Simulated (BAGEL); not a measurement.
**CH6AlN (SMILES C[NH][AlH2]) at HF/3-21G (density fitting with qzvpp-jkfit)**

What is the vertical ionisation energy of CH6AlN at HF/3-21G (density fitting with qzvpp-jkfit)? 

Program for the calculation: BAGEL 1.2.2.

2 further runs of the same task are left out: 2 set aside as unsound or not needed. Runs told in other sessions of the task aren't counted.

## Step 1: Starting point

The species is CH6AlN (9 atoms), meant as a singlet with charge 0. As SMILES, `C[NH][AlH2]`. Geometry: relaxed at PBE0-D4/def2-TZVP.

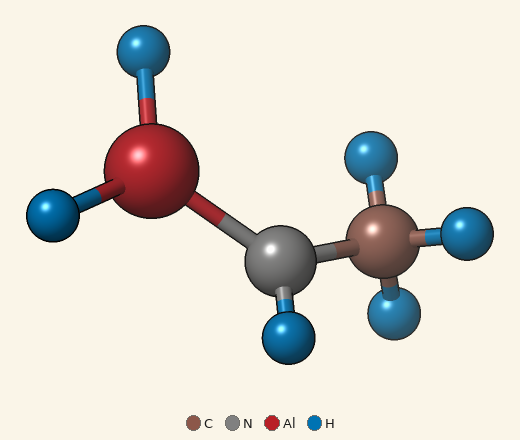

Viewed from a chosen angle; carbon brown, nitrogen grey, aluminium red, hydrogen blue.

## Step 2: A single-point energy at HF/3-21G (density fitting with qzvpp-jkfit)

File job.json:

```json
{ "bagel": [

{
  "title": "molecule",
  "basis": "3-21g",
  "df_basis": "qzvpp-jkfit",
  "angstrom": "true",
  "geometry": [
    { "atom": "C", "xyz": [   -0.384500,    0.934700,   -0.771700 ] },
    { "atom": "N", "xyz": [    0.340000,   -0.253200,   -0.374200 ] },
    { "atom": "Al", "xyz": [    0.335300,   -1.074400,    1.190900 ] },
    { "atom": "H", "xyz": [   -1.074800,    0.743900,   -1.602200 ] },
    { "atom": "H", "xyz": [    0.284400,    1.748600,   -1.076000 ] },
    { "atom": "H", "xyz": [   -0.981000,    1.302600,    0.066800 ] },
    { "atom": "H", "xyz": [    0.905500,   -0.619100,   -1.126300 ] },
    { "atom": "H", "xyz": [    1.234400,   -2.369900,    1.339700 ] },
    { "atom": "H", "xyz": [   -0.570900,   -0.459500,    2.335900 ] }
  ]
},
{
  "title": "hf"
},
{
  "title": "print",
  "file": "orbitals.molden",
  "orbitals": "true"
}

]}
```

On the command line:

```bash
$ BAGEL_NUM_THREADS=1 BAGEL job.json > job.out
```

The log of the run:

```text
* using 1 threads per process

  ===============================================================
  ===============================================================

  *** Geometry ***

  { "atom" : "C", "xyz" : [     -0.726600,      1.766327,     -1.458302 ] },
  { "atom" : "N", "xyz" : [      0.642507,     -0.478479,     -0.707136 ] },
  { "atom" : "Al", "xyz" : [      0.633625,     -2.030322,      2.250475 ] },
  { "atom" : "H", "xyz" : [     -2.031078,      1.405767,     -3.027719 ] },
  { "atom" : "H", "xyz" : [      0.537438,      3.304375,     -2.033345 ] },
  { "atom" : "H", "xyz" : [     -1.853821,      2.461557,      0.126234 ] },
  { "atom" : "H", "xyz" : [      1.711147,     -1.169929,     -2.128399 ] },
  { "atom" : "H", "xyz" : [      2.332678,     -4.478462,      2.531666 ] },
  { "atom" : "H", "xyz" : [     -1.078845,     -0.868329,      4.414211 ] },

  Number of auxiliary basis functions:      388

  Since a DF basis is specified, we compute 2- and 3-index integrals:
    o Being stored without compression. Storage requirement is 0.006 GB

  Number of basis functions:       43
  Number of electrons      :       32

    * METHOD: MOLECULE                             0.09

  *** RHF ***

  === Nuclear Repulsion ===
   100.7266477967

      * DIIS with orbital gradients will be used.

  === RHF iteration (3-21g) ===
      0       -335.77152323          0.02774832           0.01
      1       -335.84600755          0.01614106           0.01
      2       -335.87862008          0.00188365           0.01
      3       -335.87936150          0.00019888           0.01
      4       -335.87937220          0.00005632           0.01
      5       -335.87937316          0.00001267           0.01
      6       -335.87937323          0.00000391           0.01
      7       -335.87937324          0.00000074           0.01
      8       -335.87937324          0.00000019           0.01
      9       -335.87937324          0.00000004           0.01
     10       -335.87937324          0.00000002           0.01
     11       -335.87937324          0.00000000           0.01
    * SCF iteration converged.

    * Permanent dipole moment:
           (   -0.025411,    -0.193395,     0.421916) a.u.

    * METHOD: HF                                   0.22

    * METHOD: PRINT                                0.00

  ===============================================================
```

Wall time 0.46 s (1 thread of Arm Neoverse V2, shared host).

## Step 3: The doublet cation, same level

File job.json:

```json
{ "bagel" : [

{
  "title" : "molecule",
  "basis" : "3-21g",
  "df_basis" : "qzvpp-jkfit",
  "angstrom" : true,
  "geometry" : [
    { "atom" : "C", "xyz" : [      -0.384500,       0.934700,      -0.771700 ] },
    { "atom" : "N", "xyz" : [       0.340000,      -0.253200,      -0.374200 ] },
    { "atom" : "Al", "xyz" : [       0.335300,      -1.074400,       1.190900 ] },
    { "atom" : "H", "xyz" : [      -1.074800,       0.743900,      -1.602200 ] },
    { "atom" : "H", "xyz" : [       0.284400,       1.748600,      -1.076000 ] },
    { "atom" : "H", "xyz" : [      -0.981000,       1.302600,       0.066800 ] },
    { "atom" : "H", "xyz" : [       0.905500,      -0.619100,      -1.126300 ] },
    { "atom" : "H", "xyz" : [       1.234400,      -2.369900,       1.339700 ] },
    { "atom" : "H", "xyz" : [      -0.570900,      -0.459500,       2.335900 ] }
  ]
},

{ "title" : "uhf", "charge" : 1, "nopen" : 1 },

{ "title" : "print", "file" : "orbitals.molden", "orbitals" : true }

]}
```

On the command line:

```bash
$ BAGEL_NUM_THREADS=1 BAGEL job.json > job.out
```

The log of the run:

```text
* using 1 threads per process

  ===============================================================
  ===============================================================

  *** Geometry ***

  { "atom" : "C", "xyz" : [     -0.726600,      1.766327,     -1.458302 ] },
  { "atom" : "N", "xyz" : [      0.642507,     -0.478479,     -0.707136 ] },
  { "atom" : "Al", "xyz" : [      0.633625,     -2.030322,      2.250475 ] },
  { "atom" : "H", "xyz" : [     -2.031078,      1.405767,     -3.027719 ] },
  { "atom" : "H", "xyz" : [      0.537438,      3.304375,     -2.033345 ] },
  { "atom" : "H", "xyz" : [     -1.853821,      2.461557,      0.126234 ] },
  { "atom" : "H", "xyz" : [      1.711147,     -1.169929,     -2.128399 ] },
  { "atom" : "H", "xyz" : [      2.332678,     -4.478462,      2.531666 ] },
  { "atom" : "H", "xyz" : [     -1.078845,     -0.868329,      4.414211 ] },

  Number of auxiliary basis functions:      388

  Since a DF basis is specified, we compute 2- and 3-index integrals:
    o Being stored without compression. Storage requirement is 0.006 GB

  Number of basis functions:       43
  Number of electrons      :       32

    * METHOD: MOLECULE                             0.09

  *** Open-shell HF ***

  === Nuclear Repulsion ===
   100.7266477967

      * DIIS with orbital gradients will be used.

  === UHF iteration (3-21g) ===
      0       -335.52171516          0.03054273           0.03
      1       -335.58595583          0.01345863           0.03
      2       -335.59805382          0.00625063           0.03
      3       -335.60128747          0.00301424           0.03
      4       -335.60320411          0.00068603           0.03
      5       -335.60333432          0.00012376           0.03
      6       -335.60334460          0.00002178           0.03
      7       -335.60334587          0.00000667           0.03
      8       -335.60334638          0.00000358           0.03
      9       -335.60334660          0.00000180           0.03
     10       -335.60334663          0.00000028           0.03
     11       -335.60334663          0.00000008           0.03
     12       -335.60334663          0.00000003           0.03
     13       -335.60334663          0.00000001           0.03
     14       -335.60334663          0.00000001           0.03
    * SCF iteration converged.

    * S^2 (UHF) is 0.7599

    * Permanent dipole moment:
           (   -0.158916,    -0.358340,     1.076441) a.u.

    * METHOD: UHF                                  0.45

    * METHOD: PRINT                                0.00

  ===============================================================
```

Wall time 0.7 s (1 thread of Arm Neoverse V2, shared host).

## Step 4: What came out

Level: HF/3-21G (density fitting with qzvpp-jkfit).

| quantity | value |
| --- | --- |
| singlet CH6AlN: total energy | -335.87937 Eh |
| singlet CH6AlN: dipole moment | 1.18 D |
| singlet CH6AlN: HOMO energy | -9.72 eV |
| singlet CH6AlN: LUMO energy | 2.19 eV |
| singlet CH6AlN: HOMO–LUMO gap | 11.91 eV |
| doublet cation: total energy | -335.60335 Eh |
| doublet cation: ⟨S²⟩ | 0.760 |
| vertical ionisation energy (to the doublet cation) | 7.511 eV |

In words: Removing an electron at fixed nuclei costs 7.51 eV (725 kJ/mol). −ε(HOMO) before ionisation, 9.72 eV, is 2.21 eV above this ionisation energy.
